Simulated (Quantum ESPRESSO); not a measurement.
# Re(0001), 5 layers against a metal electrode: a series in the charge of the slab, part 2 of 4

Aim: how the results for Re(0001), 5 layers against a metal electrode change with the charge of the slab.

Quantum ESPRESSO 7.5; plane-wave DFT, PBE, GBRV ultrasoft pseudopotentials.

So far. Step 2 (Relaxing cell and ions of the reference):  The last row is no step: it is a fresh SCF in the final cell with a new plane-wave basis, -1 meV from the row before.

## 3. Relaxing the ions of the reference

What the set-up leaves free in this member is relaxed.

System of this step: Re(0001), 5 layers. The cell holds 5 atoms: 5 Re. Cell: a = 2.774 Å, b = 2.774 Å, c = 24.056 Å, α = 90.0°, β = 90.0°, γ = 60.0°. It derives from Re. Vacuum lies along c.

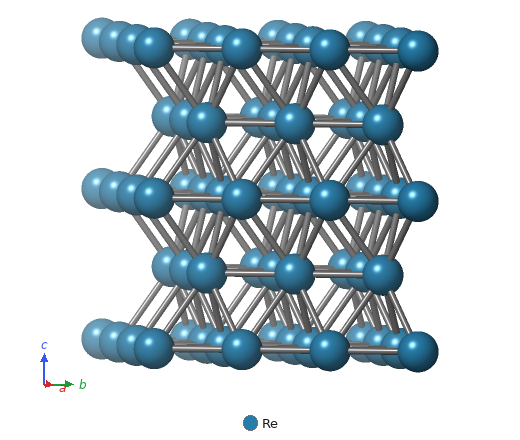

The cell of this step (rhenium blue). 3×3×1 cells are drawn. Some periodic images of atoms are drawn too.

ref.relax.in reads:

```
&control
  prefix = 'ref.relax'
  outdir = './out'
  pseudo_dir = './pseudo'
  nstep = 40
  forc_conv_thr = 0.001
  calculation = 'relax'
/
&system
  ibrav = 0
  nat = 5
  ntyp = 1
  ecutwfc = 40
  ecutrho = 200
  occupations = 'smearing'
  smearing = 'mv'
  degauss = 0.02
/
&electrons
  conv_thr = 1e-08
  mixing_beta = 0.4
  electron_maxstep = 120
  mixing_mode = 'local-TF'
/
&ions
/
ATOMIC_SPECIES
  Re  186.2070  re_pbe_v1.2.uspp.F.UPF
CELL_PARAMETERS angstrom
  2.77423966200000 0.00000000000000 0.00000000000000
  1.38711983100000 2.40256202347835 0.00000000000000
  0.00000000000000 0.00000000000000 24.05592833616611
ATOMIC_POSITIONS crystal
  Re  0.000000000000 0.000000000000 0.313613327312
  Re  0.666666666700 0.666666666700 0.406806663656
  Re  0.000000000000 0.000000000000 0.500000000000 0 0 0
  Re  0.666666666700 0.666666666700 0.593193336344
  Re  0.000000000000 0.000000000000 0.686386672688
K_POINTS automatic
  12 12 1 0 0 0
```

On the command line:

```bash
$ OMP_NUM_THREADS=1 mpirun -n 4 pw.x -nk 4 -in ref.relax.in > ref.relax.out
```

The log of the run:

```text
[banner, memory and clock lines left out]
Program PWSCF v.7.5 starts

          URL

     Message from routine setup:
     using ibrav=0 with symmetry is DISCOURAGED, use correct ibrav instead

     G-vector sticks info

     bravais-lattice index     =            0
     lattice parameter (alat)  =       5.2426  a.u.
     unit-cell volume          =    1082.0250 (a.u.)^3
     number of atoms/cell      =            5
     number of atomic types    =            1
     number of electrons       =        75.00
     number of Kohn-Sham states=           46
     kinetic-energy cutoff     =      40.0000  Ry
     charge density cutoff     =     200.0000  Ry
     scf convergence threshold =      1.0E-08
     mixing beta               =       0.4000
     number of iterations used =            8  local-TF  mixing
     energy convergence thresh.=      1.0E-04
     force convergence thresh. =      1.0E-03
     Exchange-correlation= SLA  PW   PBE  PBE
                           (   1   4   3   4   0   0   0)
     nstep                     =           40

     celldm(1)=   5.242553  celldm(2)=   0.000000  celldm(3)=   0.000000
     celldm(4)=   0.000000  celldm(5)=   0.000000  celldm(6)=   0.000000

     crystal axes: (cart. coord. in units of alat)
               a(1) = (   1.000000   0.000000   0.000000 )
               a(2) = (   0.500000   0.866025   0.000000 )
               a(3) = (   0.000000   0.000000   8.671179 )

     reciprocal axes: (cart. coord. in units 2 pi/alat)
               b(1) = (  1.000000 -0.577350  0.000000 )
               b(2) = (  0.000000  1.154701  0.000000 )
               b(3) = (  0.000000  0.000000  0.115325 )

     PseudoPot. # 1 for Re read from file:
     ./pseudo/re_pbe_v1.2.uspp.F.UPF
     Pseudo is Ultrasoft + core correction, Zval = 15.0
     Generated by new atomic code, or converted to UPF format
     Using radial grid of  981 points,  8 beta functions with:
                l(1) =   0
                l(2) =   0
                l(3) =   1
                l(4) =   1
                l(5) =   2
                l(6) =   2
                l(7) =   3
                l(8) =   3
     Q(r) pseudized with  8 coefficients,  rinner =    1.150   1.150   1.150
                                                       1.150   1.150   1.150
                                                       1.150

     atomic species   valence    mass     pseudopotential
     Re               15.00   186.20700     Re( 1.00)

     12 Sym. Ops. (no inversion) found

   Cartesian axes

     site n.     atom                  positions (alat units)
         1        Re     tau(   1) = (   0.0000000   0.0000000   2.7193973  )
         2        Re     tau(   2) = (   1.0000000   0.5773503   3.5274933  )
         3        Re     tau(   3) = (   0.0000000   0.0000000   4.3355894  )
         4        Re     tau(   4) = (   1.0000000   0.5773503   5.1436855  )
         5        Re     tau(   5) = (   0.0000000   0.0000000   5.9517816  )

     number of k points=    19  Marzari-Vanderbilt smearing, width (Ry)=  0.0200
                       cart. coord. in units 2pi/alat
        k(    1) = (   0.0000000   0.0000000   0.0000000), wk =   0.0138889
        k(    2) = (   0.0000000   0.0962250   0.0000000), wk =   0.0833333
        k(    3) = (   0.0000000   0.1924501   0.0000000), wk =   0.0833333
        k(    4) = (   0.0000000   0.2886751   0.0000000), wk =   0.0833333
        k(    5) = (   0.0000000   0.3849002   0.0000000), wk =   0.0833333
        k(    6) = (   0.0000000   0.4811252   0.0000000), wk =   0.0833333
        k(    7) = (   0.0000000  -0.5773503   0.0000000), wk =   0.0416667
        k(    8) = (   0.0833333   0.1443376   0.0000000), wk =   0.0833333
        k(    9) = (   0.0833333   0.2405626   0.0000000), wk =   0.1666667
        k(   10) = (   0.0833333   0.3367877   0.0000000), wk =   0.1666667
        k(   11) = (   0.0833333   0.4330127   0.0000000), wk =   0.1666667
        k(   12) = (   0.0833333  -0.6254628   0.0000000), wk =   0.1666667
        k(   13) = (   0.1666667   0.2886751   0.0000000), wk =   0.0833333
        k(   14) = (   0.1666667   0.3849002   0.0000000), wk =   0.1666667
        k(   15) = (   0.1666667  -0.6735753   0.0000000), wk =   0.1666667
        k(   16) = (   0.1666667  -0.5773503   0.0000000), wk =   0.0833333
        k(   17) = (   0.2500000  -0.7216878   0.0000000), wk =   0.0833333
        k(   18) = (   0.2500000  -0.6254628   0.0000000), wk =   0.1666667
        k(   19) = (   0.3333333  -0.5773503   0.0000000), wk =   0.0277778

     Dense  grid:    51703 G-vectors     FFT dimensions: (  24,  24, 216)

     Smooth grid:    37023 G-vectors     FFT dimensions: (  24,  24, 192)

     Initial potential from superposition of free atoms

     starting charge      72.4998, renormalised to      75.0000

     negative rho (up, down):  6.555E-01 0.000E+00
     Starting wfcs are   65 randomized atomic wfcs

     per-process dynamical memory:    60.0 Mb

     Self-consistent Calculation

     iteration #  1     ecut=    40.00 Ry     beta= 0.40
     Davidson diagonalization with overlap
     ethr =  1.00E-02,  avg # of iterations =  2.0

     negative rho (up, down):  6.549E-01 0.000E+00

     total energy              =    -953.30133970 Ry
     estimated scf accuracy    <       1.11969137 Ry

     iteration #  2     ecut=    40.00 Ry     beta= 0.40
     Davidson diagonalization with overlap
     ethr =  1.49E-03,  avg # of iterations =  1.0

     negative rho (up, down):  6.611E-01 0.000E+00

     total energy              =    -952.99325977 Ry
     estimated scf accuracy    <       0.56266549 Ry

     iteration #  3     ecut=    40.00 Ry     beta= 0.40
     Davidson diagonalization with overlap
     ethr =  7.50E-04,  avg # of iterations =  2.0

     negative rho (up, down):  6.650E-01 0.000E+00

     total energy              =    -953.11375094 Ry
     estimated scf accuracy    <       0.04886717 Ry

     iteration #  4     ecut=    40.00 Ry     beta= 0.40
     Davidson diagonalization with overlap
     ethr =  6.52E-05,  avg # of iterations =  2.2

     negative rho (up, down):  6.669E-01 0.000E+00

     total energy              =    -953.10443957 Ry
     estimated scf accuracy    <       0.03850696 Ry

     iteration #  5     ecut=    40.00 Ry     beta= 0.40
     Davidson diagonalization with overlap
     ethr =  5.13E-05,  avg # of iterations =  2.7

     negative rho (up, down):  6.668E-01 0.000E+00

     total energy              =    -953.11060947 Ry
     estimated scf accuracy    <       0.00062121 Ry

     iteration #  6     ecut=    40.00 Ry     beta= 0.40
[...]
3.6805   4.6955   5.1488   5.5129   5.5663   6.2316   6.3362   6.9384
     7.1344   7.3800   7.6074   7.6303   7.8633   8.4806   8.9939   9.0289
     9.4642   9.5952   9.7328  10.2586  10.3917  10.9255

          k = 0.0000 0.3849 0.0000 (  4629 PWs)   bands (ev):

   -71.3351 -71.2645 -71.2596 -71.1825 -71.1822 -33.5703 -33.5646 -33.4907
   -33.4459 -33.3008 -33.2105 -33.0650 -32.9744 -32.9651 -32.9204 -32.8368
   -32.7770 -32.7652 -32.6866 -32.6800   2.0683   2.3823   3.0171   3.4063
     3.4760   4.2893   4.8335   5.0420   5.3336   6.8623   6.9454   7.2377
     7.2621   7.2834   7.7921   7.8902   8.0953   8.9963  10.1920  10.1950
    10.1957  10.7959  10.8837  10.9939  11.3228  11.4666

          k = 0.0000 0.4811 0.0000 (  4625 PWs)   bands (ev):

   -71.3200 -71.2479 -71.2454 -71.1737 -71.1737 -33.6877 -33.6713 -33.5916
   -33.5039 -33.4188 -33.2430 -33.0649 -33.0182 -32.9670 -32.9620 -32.8723
   -32.8281 -32.8161 -32.7184 -32.7106   2.3335   2.4161   2.8568   3.0811
     3.1899   4.0166   4.5591   4.7737   5.2728   6.6959   7.0064   7.5377
     7.6444   7.8283   8.0979   9.1208   9.2862   9.2981  10.8818  11.1775
    11.3238  11.9488  11.9763  12.2401  12.3791  12.4482

          k = 0.0000-0.5774 0.0000 (  4648 PWs)   bands (ev):

   -71.3144 -71.2417 -71.2400 -71.1707 -71.1706 -33.7367 -33.7165 -33.6434
   -33.5310 -33.4648 -33.2228 -33.0470 -33.0341 -32.9771 -32.9636 -32.8853
   -32.8600 -32.8370 -32.7301 -32.7218   2.3230   2.3789   2.7700   2.9250
     3.1398   3.8977   4.4517   4.6994   5.2686   6.6312   6.9154   7.5825
     7.8258   8.0778   8.3899   9.1276   9.9011  10.0387  11.0309  11.6678
    11.9632  12.2474  12.5042  12.6131  12.8138  13.0264

          k = 0.0833 0.1443 0.0000 (  4637 PWs)   bands (ev):

   -71.3808 -71.3131 -71.3017 -71.2109 -71.2097 -33.6868 -33.5390 -33.2780
   -32.9684 -32.9257 -32.8752 -32.8464 -32.8087 -32.7461 -32.7434 -32.7296
   -32.6838 -32.6388 -32.5951 -32.5928  -0.0605   0.8202   2.1466   2.8356
     2.8372   5.6324   5.7021   5.9776   6.2063   6.6513   6.7990   6.9922
     7.3577   7.4664   7.4825   7.6816   7.6936   7.7542   8.1626   8.2025
     8.4409   8.7758   9.2761   9.8061  10.0480  10.8801

          k = 0.0833 0.2406 0.0000 (  4625 PWs)   bands (ev):

   -71.3631 -71.2946 -71.2856 -71.1996 -71.1988 -33.6127 -33.5118 -33.3427
   -33.1471 -33.0754 -32.9977 -32.9431 -32.9183 -32.8488 -32.8169 -32.7828
   -32.7227 -32.6872 -32.6388 -32.6379   0.8635   1.6505   2.8788   3.5706
     3.6688   4.9144   5.2901   5.4454   5.6438   6.1522   6.3691   6.7036
     6.8722   7.4117   7.4290   7.9852   8.0975   8.3067   8.3839   8.7277
     8.9597   9.2869   9.6739  10.0374  10.3741  10.8696

          k = 0.0833 0.3368 0.0000 (  4626 PWs)   bands (ev):

   -71.3426 -71.2727 -71.2667 -71.1870 -71.1866 -33.5344 -33.5263 -33.4650
   -33.3519 -33.2313 -33.1488 -33.0533 -32.9883 -32.9470 -32.8808 -32.8458
   -32.7525 -32.7462 -32.6858 -32.6855   1.8870   2.3934   3.2201   3.7614
     3.8942   4.4225   5.0639   5.2975   5.2994   6.2360   6.3673   6.6667
     6.9324   7.2136   7.4843   7.7479   7.9384   8.7734   9.2547   9.5735
     9.7254  10.3614  10.6649  10.9263  11.1678  11.3945

          k = 0.0833 0.4330 0.0000 (  4631 PWs)   bands (ev):

   -71.3248 -71.2532 -71.2499 -71.1765 -71.1763 -33.6209 -33.6106 -33.5218
   -33.4788 -33.3609 -33.2375 -33.0884 -33.0220 -33.0115 -32.9212 -32.9024
   -32.8090 -32.7866 -32.7281 -32.7261   2.4757   2.6228   3.1362   3.4467
     3.4721   4.1951   4.8153   4.9521   5.2373   6.4898   6.9052   7.2231
     7.3539   7.4857   7.7467   8.2349   8.2934   8.9536  10.3693  10.3995
    10.4754  11.2916  11.7184  11.8235  12.2145  12.5990

          k = 0.0833-0.6255 0.0000 (  4642 PWs)   bands (ev):

   -71.3144 -71.2417 -71.2400 -71.1706 -71.1706 -33.7071 -33.6868 -33.6147
   -33.5078 -33.4395 -33.2228 -33.0898 -33.0397 -33.0228 -32.9410 -32.9403
   -32.8554 -32.8126 -32.7536 -32.7509   2.5148   2.5800   3.0266   3.1480
     3.3524   4.0155   4.6358   4.8254   5.2555   6.4610   6.9441   7.0561
     7.6462   7.9698   8.1932   9.0822   9.2861   9.3500  10.7222  11.3142
    11.3571  12.0390  12.0891  12.5278  12.5572  13.3625

          k = 0.1667 0.2887 0.0000 (  4631 PWs)   bands (ev):

   -71.3454 -71.2756 -71.2692 -71.1886 -71.1882 -33.5384 -33.5091 -33.4332
   -33.3019 -33.1925 -33.1105 -33.0678 -33.0149 -32.9297 -32.8528 -32.8469
   -32.7544 -32.7519 -32.6986 -32.6924   1.8506   2.4573   3.4061   4.2434
     4.3217   4.5944   4.9001   5.1271   5.3210   5.8489   5.9645   6.3810
     6.4859   7.1061   7.1491   8.0081   8.0762   8.6501   8.8100   9.2175
     9.4970  10.3171  10.6908  10.9502  11.2036  11.4372

          k = 0.1667 0.3849 0.0000 (  4614 PWs)   bands (ev):

   -71.3275 -71.2563 -71.2525 -71.1780 -71.1779 -33.5495 -33.5480 -33.4669
   -33.4515 -33.3075 -33.2078 -33.1235 -33.0810 -33.0211 -32.9195 -32.8882
   -32.8300 -32.8139 -32.7442 -32.7385   2.7830   3.0269   3.5059   3.9110
     4.1660   4.5479   4.9209   5.1825   5.4334   5.9858   6.0968   6.4983
     6.7478   7.1808   7.2634   7.6723   7.6886   8.5665   9.5465   9.8032
     9.9543  11.1801  11.5738  11.8651  12.3277  12.6917

          k = 0.1667-0.6736 0.0000 (  4604 PWs)   bands (ev):

   -71.3144 -71.2417 -71.2400 -71.1706 -71.1706 -33.6349 -33.6120 -33.5490
   -33.4599 -33.3861 -33.2226 -33.1566 -33.1261 -33.0688 -32.9770 -32.9388
   -32.8638 -32.8517 -32.7914 -32.7729   3.0236   3.0919   3.6349   3.6565
     3.8632   4.3565   5.0164   5.0776   5.2588   6.1893   6.2868   6.8843
     7.2533   7.3268   7.8757   7.9253   8.1216   8.7428  10.1652  10.5554
    10.5783  11.4533  11.6783  12.5028  12.5643  14.0884

          k = 0.1667-0.5774 0.0000 (  4614 PWs)   bands (ev):

   -71.3096 -71.2363 -71.2354 -71.1680 -71.1680 -33.6680 -33.6443 -33.5797
   -33.4694 -33.4120 -33.2189 -33.1798 -33.1278 -33.0758 -32.9960 -32.9715
   -32.8675 -32.8590 -32.8124 -32.7912   2.9840   3.0430   3.5384   3.6465
     3.8540   4.2830   5.0360   5.0776   5.2092   6.1553   6.2988   6.8419
     7.2855   7.3948   8.2706   8.4414   8.6006   8.9971  10.3493  11.1273
    11.1739  11.6531  11.6668  12.3591  12.4563  14.8011

          k = 0.2500-0.7217 0.0000 (  4605 PWs)   bands (ev):

   -71.3145 -71.2417 -71.2401 -71.1706 -71.1705 -33.5860 -33.5545 -33.5165
   -33.4391 -33.3616 -33.2254 -33.1854 -33.1651 -33.1240 -32.9484 -32.9459
   -32.9251 -32.8788 -32.8000 -32.7691   3.5216   3.5435   3.7298   3.7396
     4.5207   4.7102   4.8494   5.2264   5.5208   5.9854   6.0755   6.6355
     6.8998   7.0068   7.2981   7.4419   7.7091   8.3386   9.8965  10.0892
    10.2757  11.4594  11.5127  12.5197  12.6436  14.1767

          k = 0.2500-0.6255 0.0000 (  4601 PWs)   bands (ev):

   -71.3069 -71.2332 -71.2327 -71.1664 -71.1664 -33.5958 -33.5606 -33.5213
   -33.4179 -33.3886 -33.2921 -33.2454 -33.1935 -33.1434 -33.0354 -33.0162
   -32.9242 -32.8724 -32.8446 -32.7968   3.5358   3.6079   3.9043   4.2208
     4.4924   4.7142   4.8590   5.1491   5.4470   6.0980   6.2585   6.4660
     7.0706   7.0793   7.4635   7.5131   8.2464   8.6618   9.9818  10.7637
    10.7885  11.3778  11.4677  12.2758  12.2853  15.0568

          k = 0.3333-0.5774 0.0000 (  4623 PWs)   bands (ev):

   -71.3041 -71.2300 -71.2300 -71.1650 -71.1650 -33.5499 -33.4934 -33.4623
   -33.4601 -33.3933 -33.3589 -33.2701 -33.2509 -33.1253 -33.0962 -33.0813
   -32.9191 -32.8706 -32.8683 -32.8103   3.6649   4.1587   4.1738   4.3284
     4.4401   4.9215   4.9564   4.9989   5.2680   6.3519   6.5255   6.5287
     7.0343   7.0370   7.0539   7.0573   8.4006   8.7058   9.9716  10.8645
    10.9403  11.2206  11.5531  11.7753  11.9401  15.1082

     the Fermi energy is     8.5692 ev

!    total energy              =    -953.11930895 Ry
     estimated scf accuracy    <          8.2E-12 Ry
     smearing contrib. (-TS)   =       0.00263870 Ry
     internal energy E=F+TS    =    -953.12194765 Ry

     The total energy is F=E-TS. E is the sum of the following terms:
     one-electron contribution =   -6720.79397838 Ry
     hartree contribution
[key lines of the parts left out:]
convergence has been achieved in  13 iterations
```

Elapsed: 5.6 min, on 4 MPI ranks of Arm Neoverse V1, shared host; peak memory 0.87 GiB.

The steps of the relaxation:

```csv
step,energy less that of the first step (eV),largest force (eV/Å)
1,0.0000,1.0790
2,-0.0705,0.6526
3,-0.1091,0.2206
4,-0.1118,0.0952
5,-0.1123,0.0915
6,-0.1129,0.0793
7,-0.1137,0.0574
8,-0.1144,0.0251
```

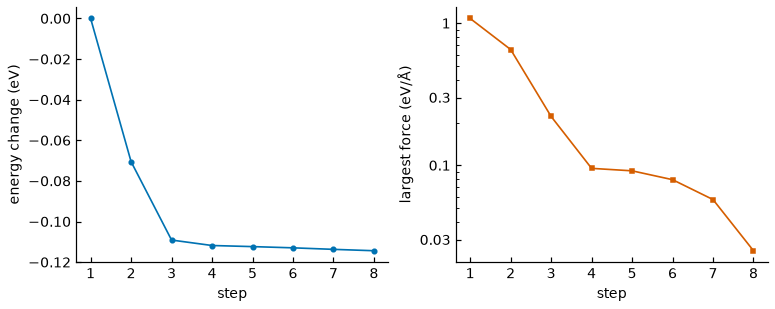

Energy and largest force along the relaxation.

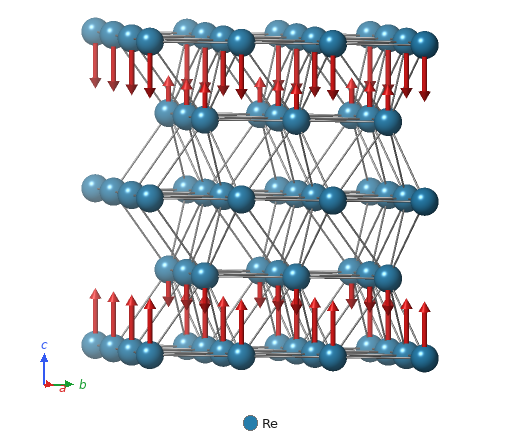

Displacements in the relaxation, exaggerated; the longest in the cell stands for 0.07 Å. 3×3×1 cells are drawn. Some periodic images of atoms are drawn too.

The atoms that moved most (Å):

```csv
atom,dx,dy,dz,length
Re1,0.000,0.000,0.068,0.068
Re5,0.000,0.000,-0.068,0.068
Re4,0.000,0.000,0.039,0.039
Re2,0.000,0.000,-0.039,0.039
```

The relaxation lowers the energy by 23 meV an atom. On the free atoms the largest force ends at 0.025 eV/Å.

This step gave:

- free energy: -12967.8495 eV
- Fermi energy: 8.571 eV

(Continued in part 3 of 4.)

[Logs are printed without paths, hosts, clocks, repeated set-up lines and the standing remarks that a program may print on its own settings, such as how far it seeks lower states.]

[Hosts, paths, dates, database ids (printed as entryN), source tags and the programs' standing remarks are cut or masked in the printed files.]

[Maps of the electrostatic potential energy from Ansatz leave out the sawtooth potential of an applied field or a dipole correction, so their vacuum need not be flat; planar profiles and work functions include it.]
